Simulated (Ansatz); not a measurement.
**Ge2H6Te (Te(GeH3)2): density, localisation and related maps**

```xyz
9

Te    0.0028    0.0170   -1.8461
Ge    1.8392   -0.0045   -0.0258
H     1.6874    1.2283    0.9044
H     3.2007    0.0494   -0.7632
H     1.7403   -1.3018    0.8203
Ge   -1.8394    0.0067   -0.0315
H    -3.1952   -0.1224   -0.7698
H    -1.8015    1.3251    0.7865
H    -1.6344   -1.1978    0.9252
```

Geometry: PBE-D4/def2-SVP; core potentials replace the inner electrons of Te.

The calculation used Ansatz, RKS PBE0-D4/def2-TZVP.

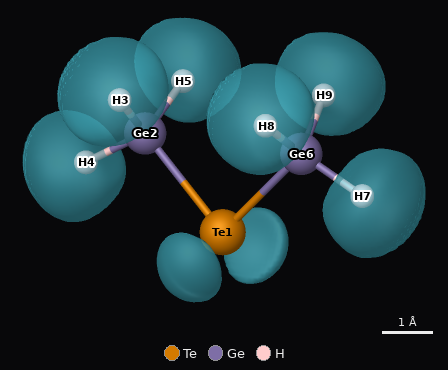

Figure 1. Isosurface of the electron localisation function at 0.85 (cyan), seen at a tilt. Only the valence region is drawn (cores and ρ < 0.01 e/Å³ removed).

What do the ELF domains correspond to?

Answer. The surface consists of six regions around hydrogen nuclei and two lobes on Te, pointing away from the bonds (lone pairs).


Ge–Te (2.59 Å): the ELF peaks at about 0.80 between the atoms: a shared electron pair. Ge–H (1.55 Å): the ELF climbs to about 1 towards the hydrogen.

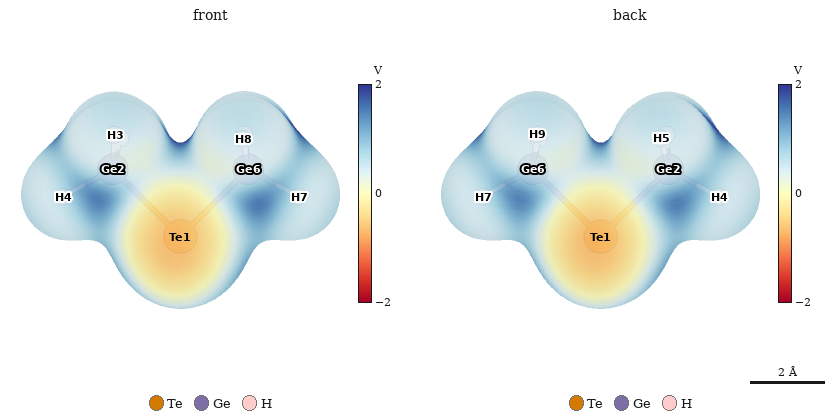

Figure 2. The molecular electrostatic potential painted on the density surface at 0.004 e/bohr³, seen from the front and from behind; the colour scale runs from red (negative) to blue (positive).

Where is the surface potential most negative and most positive?

Answer. The most negative region (about −0.6 V, or −14 kcal/mol for a unit charge) lies over Te1, the most positive (about +1.9 V, or +44 kcal/mol for a unit charge) over Ge2 and Ge6.

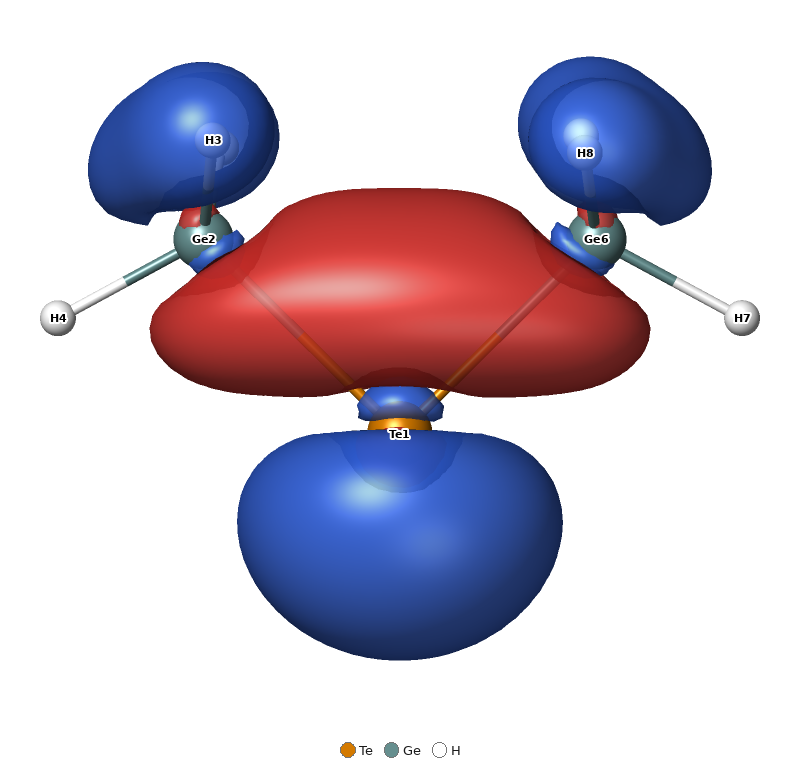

Figure 3. The HOMO−1 at ±0.08 Å⁻³ᐟ² (red and blue are the two phases), seen across its widest extent.

What is the character of this orbital?

Answer. Its weight (Hirshfeld) is mainly on Te1 (about 60 %), Ge2 (about 15 %) and Ge6 (about 15 %). Its energy is −8.13 eV.

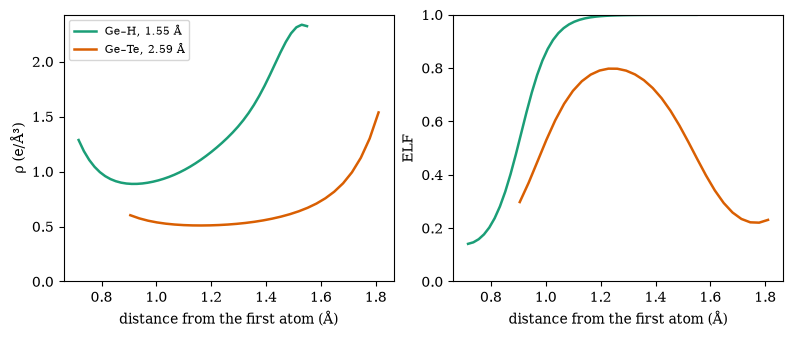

Figure 4. Electron density and ELF along straight lines between neighbouring atoms. The curves leave out the atomic cores.

What can be read from the curves?

Answer. Ge–H (1.55 Å): ρ is about 1 e/Å³ halfway; the ELF climbs to about 1 towards the hydrogen.
Ge–Te (2.59 Å): ρ is about 0.52 e/Å³ halfway; the ELF peaks at about 0.80 between the atoms: a shared electron pair.
